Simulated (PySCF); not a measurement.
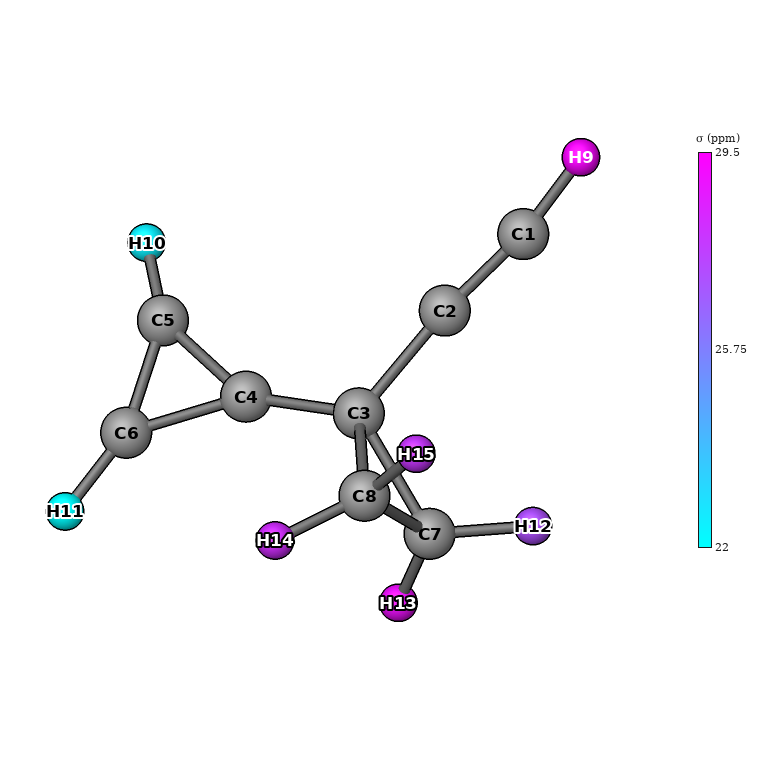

Atoms are coloured by their isotropic NMR shieldings (H only, the others grey). The species has charge +1 and is a spin singlet. Geometry: a frame of a GFN2-xTB molecular-dynamics simulation, not a minimum. Level of theory: GIAO PBE0/pcSseg-1 NMR shielding, non-relativistic, gas phase (PySCF 2.14.0).

Give the isotropic NMR shieldings of the H atoms atom by atom.

| atom | σ (ppm) |
| --- | --- |
| H9 | 29.32 |
| H10 | 22.42 |
| H11 | 22.06 |
| H12 | 27.14 |
| H13 | 29.02 |
| H14 | 28.14 |
| H15 | 27.88 |
